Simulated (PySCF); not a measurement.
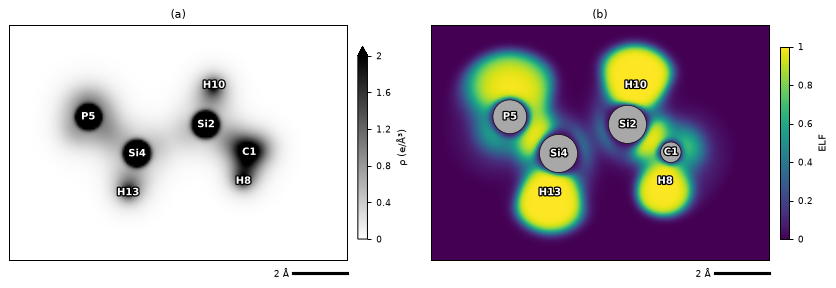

Figure. C$_{3}$H$_{11}$PSi$_{2}$. (a) electron density; (b) electron localisation function on the plane of atoms C1, Si2 and H10. Grey discs cover the atomic cores in the ELF map.

Geometry: GFN2-xTB.

All numbers below come from PBE0/pcSseg-1, SCF density, gas phase, non-relativistic (PySCF 2.14.0).

```yaml
atoms:
  - { symbol: C, position_ang: [-2.6435, 0.4557, 0.8394] }
  - { symbol: Si, position_ang: [-1.0761, -0.5816, 0.5983] }
  - { symbol: C, position_ang: [-0.2916, -0.3992, -1.1454] }
  - { symbol: Si, position_ang: [1.2930, 0.3936, -0.4095] }
  - { symbol: P, position_ang: [3.0636, -0.9656, -0.6378] }
  - { symbol: C, position_ang: [0.5044, 0.2251, 1.3318] }
  - { symbol: H, position_ang: [-3.4685, 0.0525, 0.2614] }
  - { symbol: H, position_ang: [-2.4885, 1.4830, 0.5253] }
  - { symbol: H, position_ang: [-2.9479, 0.4704, 1.8808] }
  - { symbol: H, position_ang: [-1.2919, -1.9712, 1.0189] }
  - { symbol: H, position_ang: [-0.1224, -1.3400, -1.6620] }
  - { symbol: H, position_ang: [-0.8416, 0.2404, -1.8295] }
  - { symbol: H, position_ang: [1.5366, 1.7844, -0.8321] }
  - { symbol: H, position_ang: [3.9393, -0.1181, 0.0162] }
  - { symbol: H, position_ang: [3.4285, -0.4723, -1.8773] }
  - { symbol: H, position_ang: [1.0590, -0.4129, 2.0143] }
  - { symbol: H, position_ang: [0.3406, 1.1677, 1.8457] }
```

What does the map show?

Answer.
- The plane passes through C, Si, P and H nuclei.
- C–Si (1.89 Å): ρ is about 0.92 e/Å³ halfway; the ELF peaks at about 0.95 between the atoms, as expected for a shared electron pair.
- Si–P (2.24 Å): the density is about 0.75 e/Å³ at the midpoint; the ELF peaks at about 0.95 between the atoms, as expected for a shared electron pair.
- C–H (1.09 Å): ρ is about 1.9 e/Å³ halfway; the ELF climbs to about 1 towards the hydrogen, as it does in any bond to H; an ordinary covalent bond to hydrogen.
- Si–H (1.47 Å): ρ is about 0.8 e/Å³ halfway; the ELF climbs to about 1 towards the hydrogen.
- The ELF also peaks beside P5, away from the bonds: lone-pair regions.
